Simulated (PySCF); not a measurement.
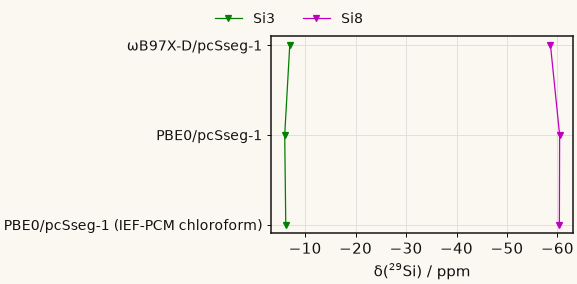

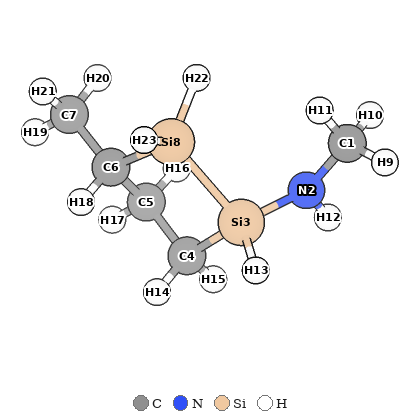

GIAO ²⁹Si shifts of C₅H₁₅NSi₂, SMILES CN[Si@@H]1CC[C@H](C)[SiH2]1 at several levels, one geometry, PySCF 2.14.0, at a PBE0-D3(BJ)/def2-SVP geometry (no frequency check); values of one conformer, averaged over methyl-type rotors and exact or near symmetry; other conformers aren't averaged in; each against TMS at the same level.

**Which of the plotted signals depends most on the level, and by how much?**

That of Si8: from −60.4 ppm (PBE0/pcSseg-1) to −58.6 ppm (ωB97X-D/pcSseg-1), a spread of 1.8 ppm. The steadiest, Si3, moves by 1.0 ppm.

**Do all levels give the signals in the same order?**

Yes, the order of the signals is the same at every level.
